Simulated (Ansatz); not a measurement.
# Au(111) with 4 thermally displaced layers, 2x2: scattering by thermal displacements

How much do lattice vibrations at 80 K scatter the electrons of Au? Layers with random displacements are laid between perfect leads, and the resistance is followed against their length. The measured value for the pure metal at this temperature is 0.481 µΩ cm (CRC Handbook of Chemistry and Physics, 84th ed., 2003, Electrical Resistivity of Pure Metals).

Calculated with Ansatz 0.2.0; Ansatz plane-wave DFT, PBE, PAW files; ballistic transport by layer matching (Landauer), zero bias; PAW set soft_1.

## Step 1: Starting point

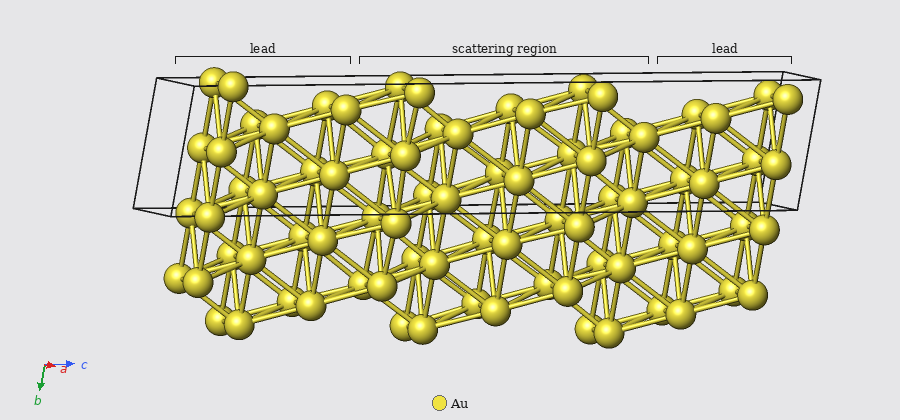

The starting structure, seen from the side, with the c axis across the page (gold yellow). 1×2×1 cells are drawn.

The cell holds 40 atoms: 40 Au. Its edges and angles: a = 5.768 Å, b = 5.768 Å, c = 23.605 Å, α = 93.5°, β = 86.5°, γ = 120.0°. It derives from Au. Regions: lead, 24 atoms (24 Au); scattering region, 16 atoms (16 Au). The structure is stacked along c, and the current runs across the ab planes.

## Step 2: With 4 displaced layers

Each atom of 4 layers is moved at random, by amounts drawn from a normal law 0.0492 Å wide in each direction from the Debye model (165 K) at 80 K. The layers about the cell's end stay perfect and serve as the lead. Disorder leaves little or no symmetry, which makes such runs dear. Energies from -0.05 to 0.05 eV in steps of 0.05 eV are too few for the program's thermal sum, so it prints no conductance; for a metal the transmission near the Fermi level serves, at a fraction of the cost.

The input, input.yaml:

```yaml
crystal:
  lattice:
    - [5.7675164607, 0.0, 0.0]
    - [-2.8837582304, 4.9948157718, 0.0]
    - [1.4418791152, -0.8324692953, 23.5457873532]
  atoms:
    - { symbol: Au, position: [0.9916666667, 0.0083333333, 0.05] }
    - { symbol: Au, position: [0.9916666667, 0.5083333333, 0.05] }
    - { symbol: Au, position: [0.4916666667, 0.0083333333, 0.05] }
    - { symbol: Au, position: [0.4916666667, 0.5083333333, 0.05] }
    - { symbol: Au, position: [0.1416666667, 0.3583333333, 0.15] }
    - { symbol: Au, position: [0.1416666667, 0.8583333333, 0.15] }
    - { symbol: Au, position: [0.6416666667, 0.3583333333, 0.15] }
    - { symbol: Au, position: [0.6416666667, 0.8583333333, 0.15] }
    - { symbol: Au, position: [0.2916666667, 0.2083333333, 0.25] }
    - { symbol: Au, position: [0.2916666667, 0.7083333333, 0.25] }
    - { symbol: Au, position: [0.7916666667, 0.2083333333, 0.25] }
    - { symbol: Au, position: [0.7916666667, 0.7083333333, 0.25] }
    - { symbol: Au, position: [0.9482243526, 0.0721444306, 0.3525574027] }
    - { symbol: Au, position: [0.9360333707, 0.5552166861, 0.3488987421] }
    - { symbol: Au, position: [0.4459876193, 0.0580413903, 0.35155961] }
    - { symbol: Au, position: [0.433662347, 0.5737203127, 0.3497986351] }
    - { symbol: Au, position: [0.096926566, 0.4068570878, 0.4492083849] }
    - { symbol: Au, position: [0.0997431994, 0.9163790611, 0.449577087] }
    - { symbol: Au, position: [0.5940419739, 0.4147802023, 0.4481825972] }
    - { symbol: Au, position: [0.580934191, 0.9119880183, 0.4485997572] }
    - { symbol: Au, position: [0.2214521787, 0.2501573474, 0.5490235856] }
    - { symbol: Au, position: [0.2241364165, 0.7436548089, 0.5500765053] }
    - { symbol: Au, position: [0.7484269303, 0.2557796752, 0.5484472591] }
    - { symbol: Au, position: [0.7485831941, 0.7652891323, 0.5493735325] }
    - { symbol: Au, position: [0.901514744, 0.1185269967, 0.6495678437] }
    - { symbol: Au, position: [0.8863564972, 0.6118416324, 0.6505169129] }
    - { symbol: Au, position: [0.3949416544, 0.0954581263, 0.6486184522] }
    - { symbol: Au, position: [0.3759429162, 0.5913083201, 0.6502640145] }
    - { symbol: Au, position: [0.0416666667, 0.4583333333, 0.75] }
    - { symbol: Au, position: [0.0416666667, 0.9583333333, 0.75] }
    - { symbol: Au, position: [0.5416666667, 0.4583333333, 0.75] }
    - { symbol: Au, position: [0.5416666667, 0.9583333333, 0.75] }
    - { symbol: Au, position: [0.1916666667, 0.3083333333, 0.85] }
    - { symbol: Au, position: [0.1916666667, 0.8083333333, 0.85] }
    - { symbol: Au, position: [0.6916666667, 0.3083333333, 0.85] }
    - { symbol: Au, position: [0.6916666667, 0.8083333333, 0.85] }
    - { symbol: Au, position: [0.8416666667, 0.1583333333, 0.95] }
    - { symbol: Au, position: [0.8416666667, 0.6583333333, 0.95] }
    - { symbol: Au, position: [0.3416666667, 0.1583333333, 0.95] }
    - { symbol: Au, position: [0.3416666667, 0.6583333333, 0.95] }
kpoints:
  mp_grid: { grid: [5, 5, 1] }
hamiltonian:
  xc: pbe
  pseudopotentials: { kind: paw, azcp: { folder: soft_1 } }
scf:
  occupations: { method: fermi_dirac, width: 0.1 }
output:
  transmission:
    leads: [[0, 4]]
    kmesh: [10, 10]
    e_range: [-0.05, 0.05]
    de: 0.05
  write_potential: true
  write_density: true
  volumetric_format: npy
```

Run with:

```console
$ ansatz run input.yaml --threads 4 --pin off --max-ram 15360MiB --backend cpu --events-out ev --progress --plain --runs-dir out
```

Numbers of over 12 decimals in the logs are rounded to 6 here.

Output:

```text
Engine: ansatz 0.2.0, x86_64-unknown-linux-gnu
Pseudopotentials: kind: paw
Pseudopotential: Au, paw, valence charge 19, recommended cutoff 420 eV (normal), soft_1/Au.paw.azcp
Functional definition: PBE
  parameter kappa = 0.804
  parameter beta = 0.066725
  exchange = pbe_x(kappa = kappa, mu = beta*pi^2/3)
  correlation = pbe_c(beta = beta)
Crystal: 40 atoms, lattice volume = 678.300 Å³
Basis set: ecut = 420 eV, 13321 PW (Γ)
Bands: 456, of which v1, the nominal top of the filled ones, is band 380 counted from 1 (379 counted from 0)
Symmetry: 1 space group operations
Space group: P1 (ITA 1), of the structure as read, at distance tolerance 8.8e-5 Å
k-points: 13 of 25 (time reversal used)
Non-local potential: Au, projectors of the file, l = 0: 3, l = 1: 2, l = 2: 2, l = 3: 1
PAW form: soft (Blöchl's): semilocal exchange-correlation on the pseudo side does not see the compensation charge
PAW one-centre angular grid: Au, 590 points (default); XC on 64 Gauss nodes
Initial density: superposition of atomic densities (chi_scale 0.1, normalization cell)
Initial wavefunctions: pseudopotential atomic-orbital guess
Functional: x = pbe(κ = 0.804, μ = 0.219515), c = pbe(β = 0.066725)
SCF iter   1: F=—  HF=-526056.788917 eV  |F-HF|=—  |Δ(HF+E_count)|=         —  Δρ=6.75e-2  dr2=3.40e1  ethr=3.10e-3  ⟨swp⟩=4.0  Hψ=17662  notcnv=0  defer=81
preconditioner: auto → Kerker (q_TF=auto, 2.781 Å⁻¹)  [metal: Δε(μ)=0.008 eV  Ē_g=10.168 eV  σ=0.100 eV  W_gap=0.02  n_scr=260 (ndim 8)  ℏωp=29.9 eV  f_vac=0.000  D(μ)=18.64/eV (n_scr^D=122)]
SCF iter   2: F=—  HF=-526048.689951 eV  |F-HF|=—  |Δ(HF+E_count)|=    8.10e0  Δρ=3.10e-2  dr2=6.94e0  ethr=3.10e-3  ⟨swp⟩=2.8  Hψ=9746  notcnv=0  defer=714
SCF iter   3: F=—  HF=-526046.748012 eV  |F-HF|=—  |Δ(HF+E_count)|=    1.94e0  Δρ=7.44e-3  dr2=2.22e-1  ethr=9.13e-4  ⟨swp⟩=2.0  Hψ=8243  notcnv=0  defer=714
SCF iter   4: F=—  HF=-526046.809789 eV  |F-HF|=—  |Δ(HF+E_count)|=   6.18e-2  Δρ=1.28e-3  dr2=6.45e-3  ethr=2.92e-5  ⟨swp⟩=2.7  Hψ=11798  notcnv=0  defer=714
SCF iter   5: F=—  HF=-526046.813420 eV  |F-HF|=—  |Δ(HF+E_count)|=   3.63e-3  Δρ=2.84e-4  dr2=6.03e-4  ethr=8.49e-7  ⟨swp⟩=2.0  Hψ=8076  notcnv=0  defer=714
SCF iter   6: F=—  HF=-526046.813425 eV  |F-HF|=—  |Δ(HF+E_count)|=   5.32e-6  Δρ=7.41e-5  dr2=5.05e-5  ethr=7.93e-8  ⟨swp⟩=2.8  Hψ=8038  notcnv=0  defer=714
SCF iter   7: F=—  HF=-526046.813827 eV  |F-HF|=—  |Δ(HF+E_count)|=   4.02e-4  Δρ=2.64e-5  dr2=6.83e-6  ethr=6.65e-9  ⟨swp⟩=2.5  Hψ=9138  notcnv=0  defer=714
SCF iter   8: F=—  HF=-526046.813826 eV  |F-HF|=—  |Δ(HF+E_count)|=   5.19e-7  Δρ=5.93e-6  dr2=6.21e-7  ethr=8.99e-10  ⟨swp⟩=2.2  Hψ=8139  notcnv=0  defer=714
SCF iter   9: F=-526046.813826 eV  HF=-526046.813826 eV  |F-HF|=8.48e-8  |Δ(HF+E_count)|=   4.56e-8  Δρ=1.29e-6  dr2=9.05e-8  ethr=1.32e-11  ⟨swp⟩=8.6  Hψ=22648  notcnv=0
SCF 1 converged in 9 iterations: F = -526046.813826 eV  dr2 = 9.05e-8
  greatest PAW one-centre occupation: 1.000 electrons in one spin orbital (limit 2), on the Au atom at site 26 (counted from 0), in its partial waves of l = 0
transmission: 162 of 1560 steps passed
transmission: 315 of 1560 steps passed
[...]
transmission: 1560 of 1560 steps passed
SCF converged after 9 iterations
Free energy (F): -526046.813826 eV
Harris-Foulkes:  -526046.813826 eV  (|F-HF|=8.48e-8)
Internal energy: -526046.333076 eV  (E = F + TS)
E sigma→0 (E₀):  -526046.573451 eV
Entropy (-TS):   -0.480751 eV (-12.019 meV/atom)
Fermi energy:    20.731449 eV
--- Per-component energies (eV) ---
  E_band       = -8239.119437
  E_kinetic    = 23140.434966
  E_local      = -67817.031969  (includes V_loc(G=0)·N_el)
  E_nonlocal   = 3921.325497
  E_hartree    = 29418.183623
  E_xc         = -8623.886332
  E_vxc        = -10475.570968  (∫ρ·V_xc dr)
  E_paw        = -389264.575895  (= ΣΔE_a)
  E_vpaw       = -15844.729995  (= ΣTr[D̂ρ^β])
  E_aug_tail   = 0.067480  (compensation charges beyond the density's cutoff)
  E_ewald      = -116820.850446
  E_smearing   = -0.480751  (= −TS)
  E_closure    = -0.000000  (closes the sum)
  Σ components = -526046.813826   (vs F -526046.813826, Δ=0.00e0)
--- Band table (eV; the first three rows and the last of 13) ---
  k-point 0: bands = [... 376 lower, 20.7768, 21.2293, 21.2456, 21.2622, 21.2731, 21.5548, 21.5711, 21.6962, ... 72 higher]
  k-point 1: bands = [... 376 lower, 20.3353, 20.4282, 20.4989, 20.6496, 20.7648, 20.8566, 20.9658, 21.0586, ... 72 higher]
  k-point 2: bands = [... 376 lower, 20.5197, 20.5284, 20.5620, 20.5801, 20.6401, 20.8180, 20.8757, 21.0686, ... 72 higher]
  k-point 12: bands = [... 376 lower, 19.5184, 20.2031, 20.3714, 20.7257, 20.7585, 20.8083, 21.2690, 22.2546, ... 72 higher]
--- Transmission ---
  basis      : 253 plane waves across, 30 finite elements along
  points     : 52, standing for a mesh of 10 x 10
  energies   : 3 from -0.050000 to 0.050000 eV about the Fermi level, 0.050000 eV apart; the leads are filled to 0.000000 eV, and channels, transmission and decay are at 0.000000 eV
  crystal 0  : Au4, at the sites [0, 4], period 2.3546 Å, over 14.13 Å; its Hamiltonian steps by up to 3.1 meV
    offset         : up to 0.0000 Å between an atom of the period and one for which it stands
    channels       : 3.210000e0 a spin
    conductance    : none, the energies end too early or step too widely for 300 K: set another output.transmission.e_range or a lower de, or, where they end at an eighth of basis.ecutwfc, a higher one
  junction   : crystal 0 to crystal 0, 0.70 to 21.89 Å
    transmission   : 3.186852e0 a spin
    conductance    : none, the energies end too early or step too widely for 300 K: set another output.transmission.e_range or a lower de, or, where they end at an eighth of basis.ecutwfc, a higher one
```

The job ended after 8.4 min (4 threads of AMD EPYC 7R43, shared host; peak memory 6.6 GiB; 29 min of CPU time).

Reading the cycles: dr2 is the Hartree energy of the density residual (eV), the measure of convergence; HF is the Harris–Foulkes estimate of the energy, which meets the free energy F at convergence.

Numbers from this step:

| Item | Value |
| --- | --- |
| free energy | -526046.8138 eV |
| energy at zero smearing | -526046.5735 eV |
| Fermi energy | 20.73 eV |
| cell area | 28.81 Å² |
| transmission per spin nearest the Fermi level | 3.187 |
| open channels per spin nearest the Fermi level | 3.21 |
| step of the lead's potential | 3.1 meV |

Per spin. The transmission, zone mean stays at 3.19 for energy from -0.05 to 0.05 eV.

Per spin. The open channels, zone mean, lead stays at 3.21 for energy from -0.05 to 0.05 eV.

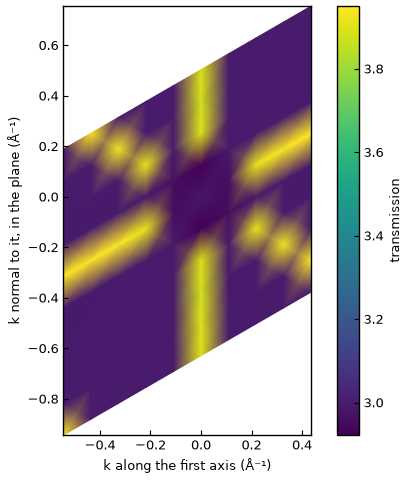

Transmission over k1 and k2. At 0.0000 eV from the Fermi level.

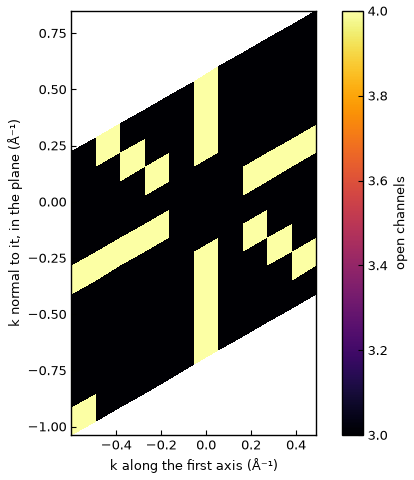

Open channels over k1 and k2. At 0.0000 eV from the Fermi level.

Over the solved energies the transmission per spin lies between 3.19 and 3.19, out of 3.21 channels of the lead on average (up to 3.21).

## Step 3: With 8 displaced layers

System of this step: Au(111) with 8 thermally displaced layers, 2x2. The cell holds 56 atoms: 56 Au. Cell: a = 5.768 Å, b = 5.768 Å, c = 33.006 Å, α = 87.5°, β = 92.5°, γ = 120.0°. It derives from Au. Regions: lead, 24 atoms (24 Au); scattering region, 32 atoms (32 Au). The structure is stacked along c, and the current runs across the ab planes.

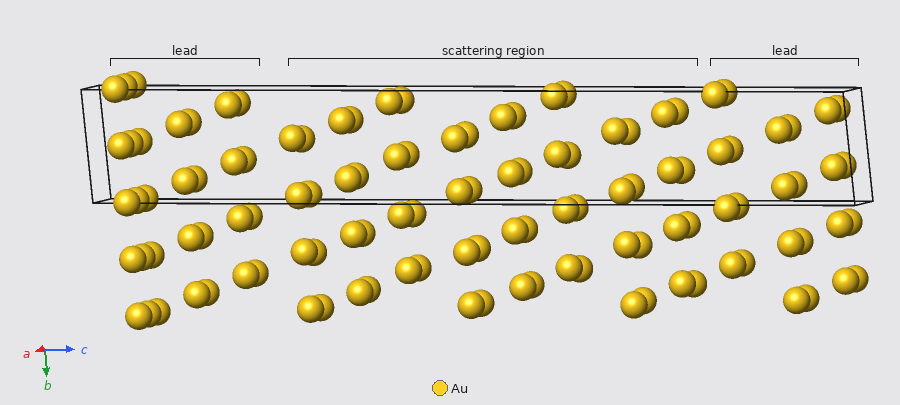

The cell of this step (gold yellow). 1×2×1 cells are drawn. Some periodic images of atoms are drawn too.

The input, input.yaml:

```yaml
crystal:
  lattice:
    - [5.7675164607, 0.0, 0.0]
    - [-2.8837582304, 4.9948157718, 0.0]
    - [-1.4418791152, 0.8324692953, 32.9641022945]
  atoms:
    - { symbol: Au, position: [0.005952381, 0.994047619, 0.0357142857] }
    - { symbol: Au, position: [0.005952381, 0.494047619, 0.0357142857] }
    - { symbol: Au, position: [0.505952381, 0.994047619, 0.0357142857] }
    - { symbol: Au, position: [0.505952381, 0.494047619, 0.0357142857] }
    - { symbol: Au, position: [0.1845238095, 0.3154761905, 0.1071428571] }
    - { symbol: Au, position: [0.1845238095, 0.8154761905, 0.1071428571] }
    - { symbol: Au, position: [0.6845238095, 0.3154761905, 0.1071428571] }
    - { symbol: Au, position: [0.6845238095, 0.8154761905, 0.1071428571] }
    - { symbol: Au, position: [0.3630952381, 0.1369047619, 0.1785714286] }
    - { symbol: Au, position: [0.3630952381, 0.6369047619, 0.1785714286] }
    - { symbol: Au, position: [0.8630952381, 0.1369047619, 0.1785714286] }
    - { symbol: Au, position: [0.8630952381, 0.6369047619, 0.1785714286] }
    - { symbol: Au, position: [0.0428743799, 0.950716494, 0.2520667432] }
    - { symbol: Au, position: [0.0518611349, 0.4644091406, 0.2505991608] }
    - { symbol: Au, position: [0.5434104502, 0.9450691886, 0.2509156985] }
    - { symbol: Au, position: [0.5381911199, 0.4408462823, 0.2505176081] }
    - { symbol: Au, position: [0.2218406603, 0.287564078, 0.3207736941] }
    - { symbol: Au, position: [0.2215522187, 0.7833546406, 0.3201215951] }
    - { symbol: Au, position: [0.7249468527, 0.2786062591, 0.3221631272] }
    - { symbol: Au, position: [0.721286048, 0.7903036335, 0.3223312523] }
    - { symbol: Au, position: [0.4007154295, 0.1070980723, 0.3947361137] }
    - { symbol: Au, position: [0.4065536892, 0.5854812217, 0.3941743662] }
    - { symbol: Au, position: [0.9020619469, 0.1005167908, 0.3913556654] }
    - { symbol: Au, position: [0.9034577473, 0.5886294466, 0.3937027627] }
    - { symbol: Au, position: [0.0805306843, 0.9069476838, 0.4638344979] }
    - { symbol: Au, position: [0.0677977348, 0.4246449705, 0.4665444601] }
    - { symbol: Au, position: [0.5857369619, 0.9052588577, 0.4634281569] }
    - { symbol: Au, position: [0.591256658, 0.4380611129, 0.4649139653] }
    - { symbol: Au, position: [0.2510498499, 0.2469766056, 0.5356894976] }
    - { symbol: Au, position: [0.2506968583, 0.7367214822, 0.5362918978] }
    - { symbol: Au, position: [0.7580642455, 0.2431874262, 0.5353836301] }
    - { symbol: Au, position: [0.742905713, 0.7389619708, 0.5375137494] }
    - { symbol: Au, position: [0.4261451289, 0.0509726019, 0.6091332273] }
    - { symbol: Au, position: [0.4494354013, 0.5862118977, 0.6072360963] }
    - { symbol: Au, position: [0.9237946258, 0.0508970069, 0.6091174104] }
    - { symbol: Au, position: [0.9522271345, 0.5575560627, 0.6061777023] }
    - { symbol: Au, position: [0.1140235847, 0.8787983994, 0.6781678809] }
    - { symbol: Au, position: [0.1113298745, 0.3885221756, 0.6802043902] }
    - { symbol: Au, position: [0.6177016904, 0.8960545608, 0.677945149] }
    - { symbol: Au, position: [0.6050052667, 0.3662172834, 0.6764087781] }
    - { symbol: Au, position: [0.2956912541, 0.2023799551, 0.7508649643] }
    - { symbol: Au, position: [0.3029999026, 0.7211475491, 0.7512109174] }
    - { symbol: Au, position: [0.799613144, 0.2074076674, 0.7489584822] }
    - { symbol: Au, position: [0.7827473166, 0.7038100687, 0.7483148186] }
    - { symbol: Au, position: [0.4702380952, 0.0297619048, 0.8214285714] }
    - { symbol: Au, position: [0.4702380952, 0.5297619048, 0.8214285714] }
    - { symbol: Au, position: [0.9702380952, 0.0297619048, 0.8214285714] }
    - { symbol: Au, position: [0.9702380952, 0.5297619048, 0.8214285714] }
    - { symbol: Au, position: [0.1488095238, 0.8511904762, 0.8928571429] }
    - { symbol: Au, position: [0.1488095238, 0.3511904762, 0.8928571429] }
    - { symbol: Au, position: [0.6488095238, 0.8511904762, 0.8928571429] }
    - { symbol: Au, position: [0.6488095238, 0.3511904762, 0.8928571429] }
    - { symbol: Au, position: [0.3273809524, 0.1726190476, 0.9642857143] }
    - { symbol: Au, position: [0.3273809524, 0.6726190476, 0.9642857143] }
    - { symbol: Au, position: [0.8273809524, 0.1726190476, 0.9642857143] }
    - { symbol: Au, position: [0.8273809524, 0.6726190476, 0.9642857143] }
kpoints:
  mp_grid: { grid: [5, 5, 1] }
hamiltonian:
  xc: pbe
  pseudopotentials: { kind: paw, azcp: { folder: soft_1 } }
scf:
  occupations: { method: fermi_dirac, width: 0.1 }
output:
  transmission:
    leads: [[0, 4]]
    kmesh: [10, 10]
    e_range: [-0.05, 0.05]
    de: 0.05
  write_potential: true
  write_density: true
  volumetric_format: npy
```

Output:

```text
[...]
Crystal: 56 atoms, lattice volume = 949.619 Å³
Basis set: ecut = 420 eV, 18659 PW (Γ)
Bands: 639, of which v1, the nominal top of the filled ones, is band 532 counted from 1 (531 counted from 0)
Symmetry: 1 space group operations
[...]
k-points: 13 of 25 (time reversal used)
[...]
SCF iter   1: F=—  HF=-736479.136636 eV  |F-HF|=—  |Δ(HF+E_count)|=         —  Δρ=6.75e-2  dr2=4.76e1  ethr=3.10e-3  ⟨swp⟩=4.0  Hψ=24731  notcnv=0  defer=149
[...]
SCF iter  10: F=-736465.176849 eV  HF=-736465.176849 eV  |F-HF|=7.71e-8  |Δ(HF+E_count)|=   8.03e-9  Δρ=1.09e-6  dr2=8.02e-8  ethr=9.40e-12  ⟨swp⟩=8.9  Hψ=32074  notcnv=0
SCF 1 converged in 10 iterations: F = -736465.176849 eV  dr2 = 8.02e-8
[...]
transmission: 226 of 2236 steps passed
transmission: 448 of 2236 steps passed
[...]
transmission: 2236 of 2236 steps passed
SCF converged after 10 iterations
Free energy (F): -736465.176849 eV
[...]
Internal energy: -736464.510454 eV  (E = F + TS)
E sigma→0 (E₀):  -736464.843651 eV
Entropy (-TS):   -0.666394 eV (-11.900 meV/atom)
Fermi energy:    20.727085 eV
[...]
--- Band table (eV; the first three rows and the last of 13) ---
  k-point 0: bands = [... 528 lower, 20.8574, 21.1721, 21.2055, 21.4187, 21.4351, 21.4508, 21.4778, 21.5968, ... 103 higher]
  k-point 1: bands = [... 528 lower, 20.3905, 20.4898, 20.6047, 20.6934, 20.7649, 20.7754, 20.8372, 20.9098, ... 103 higher]
  k-point 2: bands = [... 528 lower, 20.5011, 20.5335, 20.5551, 20.6275, 20.7289, 20.7659, 20.8563, 21.0001, ... 103 higher]
  k-point 12: bands = [... 528 lower, 19.9230, 19.9387, 20.1500, 20.8094, 20.9804, 21.1784, 21.1920, 21.2957, ... 103 higher]
--- Transmission ---
  basis      : 253 plane waves across, 43 finite elements along
  points     : 52, standing for a mesh of 10 x 10
[...]
channels       : 3.210000e0 a spin
[...]
junction   : crystal 0 to crystal 0, 0.70 to 31.31 Å
    transmission   : 3.158405e0 a spin
[...]
```

Run time: 14 min. Hardware: 4 threads; peak memory 8.1 GiB.

This step gave:

```
free energy                                   : -736465.1768 eV
energy at zero smearing                       : -736464.8437 eV
transmission per spin nearest the Fermi level : 3.158
step of the lead's potential                  : 2.6 meV
```

Per spin. The transmission, zone mean stays at 3.16 for energy from -0.05 to 0.05 eV.

Over the solved energies the transmission per spin lies between 3.16 and 3.16, out of 3.21 channels of the lead on average (up to 3.21).

(Continued in part 2 of 2.)

[Logs are printed without paths, hosts, clocks, repeated set-up lines and the standing remarks that a program may print on its own settings, such as how far it seeks lower states.]

[Hosts, paths, dates, database ids (printed as entryN), source tags and the programs' standing remarks are cut or masked in the printed files.]
